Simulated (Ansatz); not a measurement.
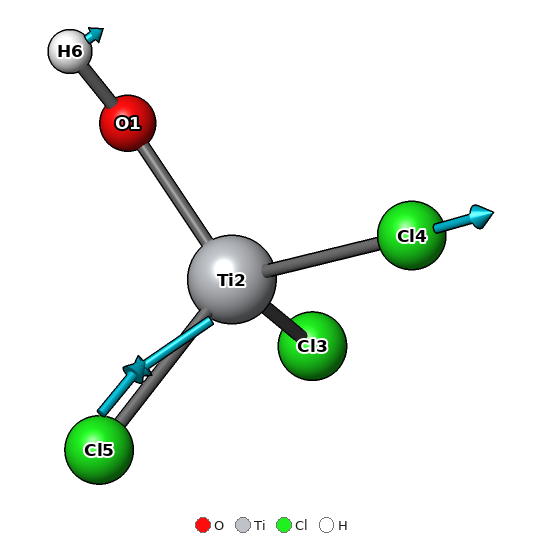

The arrows show one normal mode. The species is neutral and a spin singlet. Harmonic vibrations computed with RKS PBE0-D4/def2-TZVP (Ansatz 0.2.0) at a stationary point of the same level.

> What kind of motion is it?

Mostly out-of-phase stretching of 2 Ti–Cl bonds.

> At what wavenumber does it lie?

498 cm⁻¹; it is mode 9 of 12 counted from the lowest.
